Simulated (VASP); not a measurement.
# PmCl with LDA: from relaxation to properties, part 2 of 5

Wanted: the relaxed cell of PmCl and its properties. The cell is invented: it takes the structure of a Materials Project entry for PmI (space group 187 there), with some of its atoms replaced by other elements, volume scaled by an estimate. It may not be a known or stable phase. Left out of this account: 1 further run (relaxation: a spoilt try).

VASP 6.6.1, plane waves and PAW; the level of theory is named at each step.

Still holding for the runs below: Oxides and halides of Pm are often magnetic insulators, and a metal at this level, without U or exact exchange, may be an artefact.

Still holding for the runs below: The cell holds one magnetic atom, so no antiferromagnetic order fits into it. The k-mesh is coarse for a metal. Without U or exact exchange the f electrons of Pm come out too delocalised, which can shrink the cell and pin f bands at the Fermi level.

So far: The starting structure; First try; Full relaxation (LDA).

### Step 3. Full relaxation (LDA) (continued)

Level of this step: LDA, spin-polarised from a ferromagnetic start (one magnetic atom a cell); plane waves and PAW (Pm, Cl); invented cell (VASP).

Step by step:

```
step  energy less that of the first step (eV)  largest force (eV/Å)  pressure (GPa)  volume (Å³)
   1                                   0.0000                0.0000           -1.45        44.80
   2                                  -0.0065                0.0000            0.26        43.51
   3                                  -0.0065                0.0000            0.10        43.61
   4                                  -0.0065                0.0000            0.34        43.63
   5                                  -0.0047                0.0000           -1.02        44.21
   6                                  -0.0064                0.0000           -0.16        43.74
   7                                  -0.0065                0.0000           -0.19        43.69
   8                                  -0.0065                0.0000           -0.38        43.66
   9                                  -0.0067                0.0000            0.03        43.58
  10                                  -0.0068                0.0000            0.08        43.52
  11                                  -0.0068                0.0000            0.39        43.41
  12                                  -0.0070                0.0000            0.18        43.47
  13                                  -0.0071                0.0000            0.04        43.55
  14                                  -0.0072                0.0000           -0.25        43.70
  15                                  -0.0072                0.0000            0.10        43.60
  16                                  -0.0072                0.0000            0.00        43.65
```

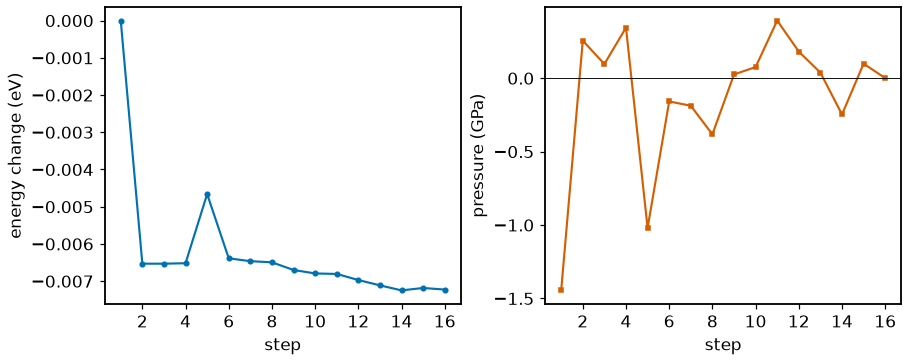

Energy and pressure along the relaxation.

```
conventional cell, symmetrised  before  after  change
                         a (Å)   3.545  3.536  -0.3 %
                         b (Å)   3.545  3.536  -0.3 %
                         c (Å)   4.116  4.031  -2.1 %
              volume (Å³/atom)   22.40  21.82  -2.6 %
```

Final coordinates:

```xyz
2
Lattice="3.5359 0.0000 0.0000 -1.7680 3.0622 0.0000 0.0000 0.0000 4.0313" Properties=species:S:1:pos:R:3 pbc="T T T"
Pm    0.0000    0.0000    0.0000
Cl    0.0000    2.0415    2.0157
```

This step gave:

```yaml
electrons: 22
bands: 17
irreducible_k_points: 32
symmetry_operations: 12
free_energy_toten: -13.68 eV
energy_at_zero_smearing: -13.62 eV
fermi_energy: 8.375 eV
pressure: 5.42e-4 GPa
moment_of_the_cell_from_the_last_line_of_the_log: 5.226 μB
metallic: yes
scf_cycles_over_all_ionic_steps: 179
```

Spin moment in the PAW sphere by atom:

```
atom  spin moment in the PAW sphere (μB)
 Pm1                                4.65
 Cl2                               -0.02
```

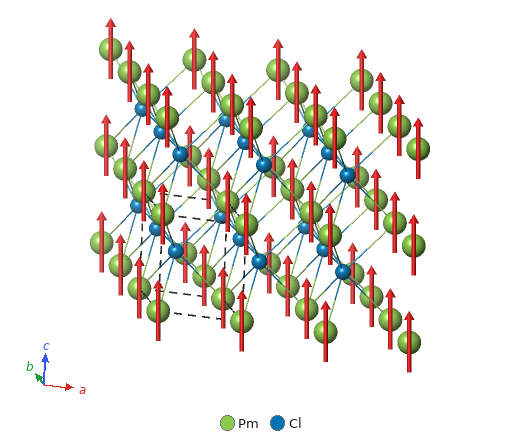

Spin moment in the PAW sphere as arrows, the longest 4.65 μB. Up and down stand for the sign. Arrows give size and sign along the axis of quantisation, drawn up and down the page. Bonds to atoms that aren't drawn are left out. 3×3×2 cells are drawn. Some periodic images of atoms are drawn too.

It ends with forces that vanish by symmetry and a pressure of 0.00 GPa.

### Step 4. Second relaxation

The basis stayed that of the start cell while the cell moved. A rerun from the cell reached resets it; the error of the finite cutoff stays.

The input, INCAR:

```
SYSTEM = PmCl
PREC = Accurate
ENCUT = 450
EDIFF = 1E-06
NELM = 100
ISMEAR = -1
SIGMA = 0.05
LREAL = .FALSE.
ALGO = Normal
GGA = CA
ISPIN = 2
MAGMOM = 4 0
LMAXMIX = 6
LORBIT = 11
LWAVE = .FALSE.
LCHARG = .FALSE.
IBRION = 2
NSW = 60
ISIF = 3
EDIFFG = -0.01
```

The input, POSCAR:

```
PmCl
1.0
    3.5359126045      0.0000000000      0.0000000000
   -1.7679563022      3.0621905468      0.0000000000
    0.0000000000      0.0000000000      4.0313023626
Pm Cl
1 1
Direct
    0.0000000000      0.0000000000      0.0000000000
    0.3333333300      0.6666666700      0.5000000000
```

The input, KPOINTS:

```
Automatic mesh
0
Gamma
7 7 6
0 0 0
```

Potentials, in the order of the species: Pm and Cl (PBE family, release 64).

On the command line:

```bash
$ mpirun -np 1 vasp_std
```

Output:

```text
[... set-up lines as in an earlier step ...]
 entering main loop
       N       E                     dE             d eps       ncg     rms          rms(c)
DAV:   1     0.177214978186E+03    0.17721E+03   -0.90169E+03  2184   0.181E+03
DAV:   2     0.104342156547E+02   -0.16678E+03   -0.15710E+03  2694   0.277E+02
DAV:   3    -0.114824500680E+02   -0.21917E+02   -0.21427E+02  3027   0.130E+02
DAV:   4    -0.125758357631E+02   -0.10934E+01   -0.10358E+01  3420   0.258E+01
DAV:   5    -0.126383715513E+02   -0.62536E-01   -0.61224E-01  3311   0.501E+00    0.289E+01
DAV:   6    -0.160411383075E+02   -0.34028E+01   -0.17542E+01  3269   0.372E+01    0.181E+01
DAV:   7    -0.145483389171E+02    0.14928E+01   -0.22869E+01  3251   0.414E+01    0.249E+01
DAV:   8    -0.138429158838E+02    0.70542E+00   -0.14020E+00  3667   0.125E+01    0.104E+01
DAV:   9    -0.136903561450E+02    0.15256E+00   -0.11117E+00  3231   0.935E+00    0.299E+00
DAV:  10    -0.136725262786E+02    0.17830E-01   -0.42617E-02  3771   0.203E+00    0.176E+00
DAV:  11    -0.136759102726E+02   -0.33840E-02   -0.17729E-01  3419   0.211E+00    0.127E+00
DAV:  12    -0.136727164562E+02    0.31938E-02   -0.60281E-03  3323   0.561E-01    0.864E-01
DAV:  13    -0.136737631498E+02   -0.10467E-02   -0.42861E-02  3859   0.139E+00    0.414E-01
DAV:  14    -0.136736311890E+02    0.13196E-03   -0.61819E-03  3683   0.635E-01    0.369E-01
DAV:  15    -0.136733912746E+02    0.23991E-03   -0.22060E-03  3427   0.351E-01    0.979E-02
DAV:  16    -0.136733682731E+02    0.23001E-04   -0.10547E-04  3789   0.634E-02    0.683E-02
DAV:  17    -0.136733674597E+02    0.81342E-06   -0.31097E-04  3454   0.118E-01    0.971E-02
DAV:  18    -0.136733547191E+02    0.12741E-04   -0.19049E-04  3404   0.105E-01    0.440E-02
DAV:  19    -0.136733474808E+02    0.72383E-05   -0.84770E-05  3135   0.637E-02    0.247E-02
DAV:  20    -0.136733503078E+02   -0.28270E-05   -0.20533E-05  2514   0.334E-02    0.896E-03
DAV:  21    -0.136733498707E+02    0.43715E-06   -0.12254E-06  1424   0.102E-02
   1 F= -.13673350E+02 E0= -.13618883E+02  d E =-.136733E+02  mag=     5.2263
 curvature:   0.00 expect dE= 0.000E+00 dE for cont linesearch  0.000E+00
 trial: gam= 0.00000 g(F)=  0.169E-44 g(S)=  0.441E-04 ort = 0.000E+00 (trialstep = 0.100E+01)
 search vector abs. value=  0.441E-04
 bond charge predicted
       N       E                     dE             d eps       ncg     rms          rms(c)
DAV:   1    -0.136756866919E+02   -0.23364E-02   -0.15192E-02  3442   0.191E+00    0.892E-01
DAV:   2    -0.137156566587E+02   -0.39970E-01   -0.21287E-01  3216   0.408E+00    0.423E+00
DAV:   3    -0.136731750876E+02    0.42482E-01   -0.13195E-01  3221   0.336E+00    0.174E-01
DAV:   4    -0.136733965739E+02   -0.22149E-03   -0.25861E-03  3288   0.380E-01    0.108E-01
DAV:   5    -0.136733694161E+02    0.27158E-04   -0.41871E-04  3599   0.154E-01    0.632E-02
DAV:   6    -0.136733783575E+02   -0.89414E-05   -0.25646E-05  3287   0.636E-02    0.550E-02
DAV:   7    -0.136733723578E+02    0.59997E-05   -0.61400E-05  3320   0.521E-02    0.370E-02
DAV:   8    -0.136733696268E+02    0.27310E-05   -0.42616E-06  2705   0.171E-02    0.244E-02
DAV:   9    -0.136733682215E+02    0.14054E-05   -0.11224E-05  3342   0.279E-02    0.577E-03
DAV:  10    -0.136733680291E+02    0.19236E-06   -0.75550E-07  1234   0.677E-03
   2 F= -.13673368E+02 E0= -.13618832E+02  d E =-.181584E-04  mag=     5.2286
[...]
3 F= -.13673367E+02 E0= -.13618832E+02  d E =-.167346E-04  mag=     5.2277
[...]
4 F= -.13673360E+02 E0= -.13618869E+02  d E =-.104261E-04  mag=     5.2273
[...]
5 F= -.13673364E+02 E0= -.13618866E+02  d E =-.141506E-04  mag=     5.2280
[...]
6 F= -.13673365E+02 E0= -.13618853E+02  d E =-.155491E-04  mag=     5.2284
[...]
7 F= -.13673366E+02 E0= -.13618846E+02  d E =-.159764E-04  mag=     5.2283
[...]
8 F= -.13673390E+02 E0= -.13618876E+02  d E =-.244282E-04  mag=     5.2276
 trial-energy change:   -0.000024  1 .order   -0.000016   -0.000035    0.000004
 step:   0.9155(harm=  0.8663)  dis= 0.00000  next Energy=   -13.673390 (dE=-0.245E-04)
 bond charge predicted
       N       E                     dE             d eps       ncg     rms          rms(c)
DAV:   1    -0.136733914881E+02   -0.38828E-06   -0.15043E-05  3924   0.582E-02    0.224E-02
DAV:   2    -0.136734132042E+02   -0.21716E-04   -0.12404E-04  3360   0.994E-02    0.106E-01
DAV:   3    -0.136733892870E+02    0.23917E-04   -0.82342E-05  3169   0.819E-02    0.107E-02
DAV:   4    -0.136733900157E+02   -0.72874E-06   -0.12112E-06  1845   0.989E-03
   9 F= -.13673390E+02 E0= -.13618913E+02  d E =-.241687E-04  mag=     5.2277
 curvature:  -0.30 expect dE=-0.561E-05 dE for cont linesearch -0.111E-05
 trial: gam= 0.19546 g(F)=  0.270E-45 g(S)=  0.190E-04 ort = 0.118E-04 (trialstep = 0.946E+00)
 search vector abs. value=  0.250E-04
 reached required accuracy - stopping structural energy minimisation
```

Run time: 2.2 min. Hardware: 1 MPI rank of Intel Xeon Platinum 8375C at 2.90GHz (Ice Lake), shared host; peak memory 0.17 GiB.

From OUTCAR (step 4):

```text
  LATTYP: Found a hexagonal cell.
 ALAT       =     3.5359126045
 C/A-ratio  =     1.1401023762

The static configuration has the point symmetry D_3h.

 Found     32 irreducible k-points:

   dimension x,y,z NGX =    24 NGY =   24 NGZ =   28
   dimension x,y,z NGXF=    48 NGYF=   48 NGZF=   56

   ENCUT  =  450.0 eV  33.07 Ry    5.75 a.u.   6.12  6.12  6.97*2*pi/ulx,y,z

   NELECT =      22.0000    total number of electrons

 E-fermi :   8.3759

 spin component 1
 k-point     1 :       0.0000    0.0000    0.0000
  band No.  band energies     occupation
    ...
     10       7.6749      1.00000
     11       8.1556      0.98794
     12       8.1556      0.98794
     13       8.2965      0.83017
     14       8.2965      0.83016
     15       8.3858      0.45060
     16       8.4052      0.35763
     17       9.2609      0.00000

 k-point     2 :       0.1429    0.0000    0.0000
  band No.  band energies     occupation
    ...
     10       7.7889      0.99999
     11       8.1464      0.98994
     12       8.1865      0.97787
     13       8.2335      0.94520
     14       8.3105      0.78725
     15       8.4050      0.35856
     16       8.4095      0.33810
     17       9.9289      0.00000

 k-point     3 :       0.2857    0.0000    0.0000
  band No.  band energies     occupation
    ...
     10       7.9294      0.99987
     11       8.1143      0.99469
     12       8.1279      0.99303
     13       8.2669      0.89837
     14       8.3753      0.50283
     15       8.4273      0.26354
     16       8.4597      0.15755
     17      10.1334      0.00000

 k-point     4 :       0.4286   -0.0000    0.0000
  band No.  band energies     occupation
    ...
      9       6.5839      1.00000
     10       8.0556      0.99835
     11       8.1082      0.99529
     12       8.1332      0.99226
     13       8.3466      0.64258
     14       8.4148      0.31452
     15       8.4247      0.27376
     16       8.5036      0.07215
     17      10.8335      0.00000

  Total        0.0185040      0.0185040     -0.0100578      0.0000000      0.0000000      0.0000000
  in kB        0.6791203      0.6791204     -0.3691326      0.0000000      0.0000000      0.0000000
  external PRESSURE =       0.3297027 kB  Pullay stress =       0.0000000 kB

  energy-cutoff  :      450.00
  volume of cell :       43.65
      direct lattice vectors                 reciprocal lattice vectors
     3.538020914  0.000000000  0.000000000     0.282643892  0.163184505 -0.000000000
    -1.769010457  3.064016397  0.000000000    -0.000000000  0.326369011 -0.000000000
     0.000000000  0.000000000  4.026961933    -0.000000000 -0.000000000  0.248326162

 POSITION                                       TOTAL-FORCE (eV/Angst)
 -----------------------------------------------------------------------------------
     -0.00000      0.00000      0.00000         0.000000      0.000000      0.000000
     -0.00000      2.04268      2.01348        -0.000000     -0.000000     -0.000000
 -----------------------------------------------------------------------------------
    total drift:                                0.000016     -0.000010     -0.000000

  FREE ENERGIE OF THE ION-ELECTRON SYSTEM (eV)
  ---------------------------------------------------
  free  energy   TOTEN  =       -13.6733900157 eV

  energy  without entropy=      -13.5644364191  energy(sigma->0) =      -13.61891322

 total charge
# of ion       s       p       d       f       tot
--------------------------------------------------
    1        1.996   5.515   0.543   4.502  12.555
    2        1.577   3.497   0.000   0.000   5.073
--------------------------------------------------
tot          3.572   9.012   0.543   4.502  17.629

 magnetization (x)
# of ion       s       p       d       f       tot
--------------------------------------------------
    1        0.002   0.023   0.171   4.457   4.653
    2       -0.001  -0.023   0.000   0.000  -0.024
--------------------------------------------------
tot          0.001   0.000   0.171   4.457   4.629

[... 3 parts as in an earlier step ...]

[... 11 further parts left out ...]
```

CONTCAR:

```
PmCl
   1.00000000000000
     3.5380209137092913    0.0000000000000345    0.0000000000000000
    -1.7690104568045861    3.0640163968601146    0.0000000000000000
     0.0000000000000000    0.0000000000000000    4.0269619329311199
  Pm              Cl
     1     1
Direct
     0.0000000000000000    0.0000000000000000    0.0000000000000000
     0.3333333300000021    0.6666666699999979    0.5000000000000000
```

The steps of the relaxation:

```
step  energy less that of the first step (eV)  largest force (eV/Å)  pressure (GPa)  volume (Å³)
   1                                   0.0000                0.0000            0.06        43.65
   2                                   0.0000                0.0000           -0.13        43.70
   3                                   0.0000                0.0000           -0.20        43.69
   4                                   0.0000                0.0000            0.01        43.67
   5                                   0.0000                0.0000            0.19        43.68
   6                                   0.0000                0.0000            0.07        43.69
   7                                   0.0000                0.0000           -0.04        43.69
   8                                   0.0000                0.0000            0.12        43.65
   9                                   0.0000                0.0000            0.03        43.65
```

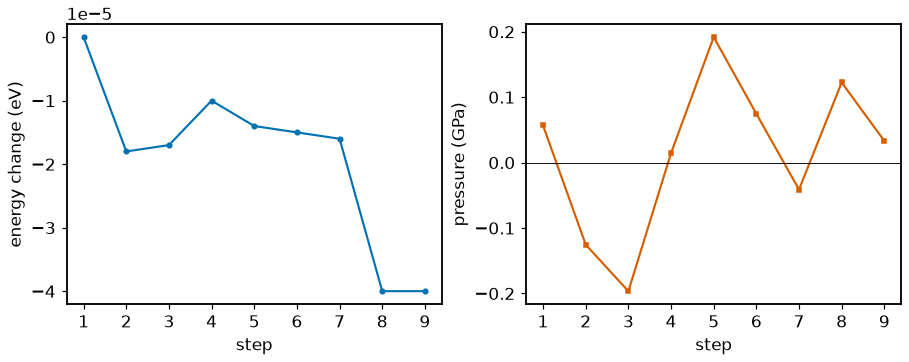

Energy and pressure along the relaxation.

```
conventional cell, symmetrised  before  after  change
                         a (Å)   3.536  3.538  +0.1 %
                         b (Å)   3.536  3.538  +0.1 %
                         c (Å)   4.031  4.027  -0.1 %
              volume (Å³/atom)   21.82  21.83  +0.0 %
```

Final coordinates:

```cif
data_structure
_symmetry_space_group_name_H-M 'P 1'
_symmetry_Int_Tables_number 1
_cell_length_a 3.5380
_cell_length_b 3.5380
_cell_length_c 4.0270
_cell_angle_alpha 90.000
_cell_angle_beta 90.000
_cell_angle_gamma 120.000
_cell_volume 43.65
loop_
_atom_site_label
_atom_site_type_symbol
_atom_site_fract_x
_atom_site_fract_y
_atom_site_fract_z
_atom_site_occupancy
Pm1 Pm 0.00000 0.00000 0.00000 1
Cl2 Cl 0.33333 0.66667 0.50000 1
```

Numbers from this step:

```yaml
free_energy_toten: -13.67 eV
fermi_energy: 8.376 eV
pressure: 0.03297 GPa
moment_of_the_cell_from_the_last_line_of_the_log: 5.228 μB
scf_cycles_over_all_ionic_steps: 73
```

It ends with forces that vanish by symmetry and a pressure of 0.03 GPa. The volume moved by only 0.01 %, so the volume is settled.

[end of part 2 of 5]

[Lines on the potential files, build, host, timing and source positions are cut from VASP's logs without a mark.]

[Logs are printed without paths, hosts, clocks, repeated set-up lines and the standing remarks that a program may print on its own settings, such as how far it seeks lower states.]

[Hosts, paths, dates, database ids (printed as entryN), source tags and the programs' standing remarks are cut or masked in the printed files.]

[A measured line is paired with the nearest computed mode of its activity, which favours agreement.]

[In band tables of VASP the shares of atoms and orbitals are scaled to a sum of 1 inside the atoms' spheres.]
